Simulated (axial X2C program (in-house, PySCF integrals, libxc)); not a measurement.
## Relativistic diatomic calculation for ReP⁺

System: ReP⁺, single determinant with M_S = 1/2 and |Λ| = 0 (not the lowest found).
Method: PBE0, spin-free X2C-1e, Re dyall-cv3z, P dyall-v3z (cores contracted) (axial X2C program (in-house, PySCF integrals, libxc)).

### Key numbers

| quantity | value |
| --- | --- |
| outcome | converged |
| bond length rₑ | 2.043 Å |
| ωₑ | 554.7 cm⁻¹ |
| energy at the minimum | −17035.30161 hartree |
| depth below the fragments | 1.82 eV |
| largest ⟨S²⟩ along the curve | 2.49 |
| hardware | 1 thread of Arm Neoverse V2, 24 GiB of memory available, shared host |
| wall time | 4.4 s |

### Notes

⟨S²⟩ reaches 2.49 where a pure state of this multiplicity has 0.75, so the determinant is spin-contaminated. Caveats: 5 of the 10 points asked for were kept.

### The input
```
{"zs": [75, 15], "q": 1, "bas": ["dyall-cv3z", "dyall-v3z"], "levels": ["PBE0", "HF", "M06"], "cc": true, "r0": 2.21, "thr": -2.0, "nmax": 90, "npts": 10, "nst": 2, "ntry": 6}
```

The line is the task of a batch: nuclear charges, charge, bases, the levels to run, a first guess of the distance and further settings. This report covers PBE0 without spin-orbit coupling. The log is that of the reference distance 2.097 Å, started from orbitals converged before.

Launched within a batch (the task file carries these settings):
```bash
python <driver script> task.json out
```

### Log
```
spin-free X2C-1e  PBE0
basis functions 231  fitting functions 1184  grid points 5080
iter        total energy     max residual
   1     -17035.300141058     1.34e-05
   2     -17035.300141043     3.04e-05
   3     -17035.300141064     4.66e-06
   4     -17035.300141065     3.61e-06
converged
one-electron -23918.93895833  Coulomb 6959.22111254  exact exchange -88.43899253  xc functional -271.03665624  nuclear repulsion 283.89335350
```

### The points of the curve

| R (Å) | E (hartree) | dipole (D; origin at the first atom, positive when the second is positive) | highest filled (eV) | lowest empty (eV) |
| --- | --- | --- | --- | --- |
| 1.971 | −17035.298333 | 1.26 | −12.17 | −10.68 |
| 2.034 | −17035.301569 | 1.31 | −12.16 | −10.66 |
| 2.097 | −17035.300141 | 1.36 | −12.15 | −10.65 |
| 2.170 | −17035.294715 | 1.44 | −12.14 | −10.65 |
| 2.244 | −17035.286969 | 1.51 | −12.13 | −10.66 |

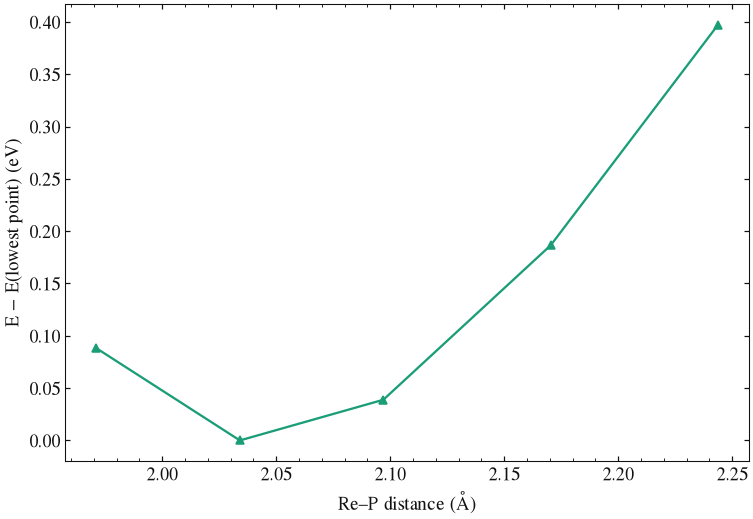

Figure 1. Energy at 5 bond lengths, for one set of occupations held fixed; the line joins the points. A polynomial of degree 3 through 5 points gives rₑ = 2.043 Å, ωₑ = 554.7 cm⁻¹ and Bₑ = 0.1521 cm⁻¹. The minimum lies 1.82 eV below Re⁺ + P, each computed as one determinant at the same level.

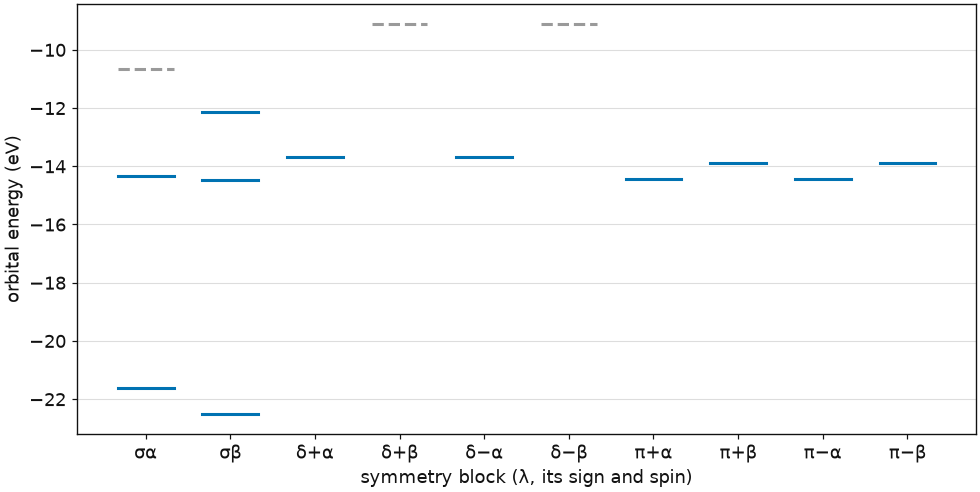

Figure 2. Orbital energies near the frontier at 2.10 Å, filled (solid) and empty (dashed); a label such as π−α means λ = −1 and α spin. The highest filled orbital (σβ; 48 % Re s, 37 % Re d) lies at −12.15 eV, the lowest empty one (σα; 50 % Re s, 35 % Re d) at −10.65 eV.
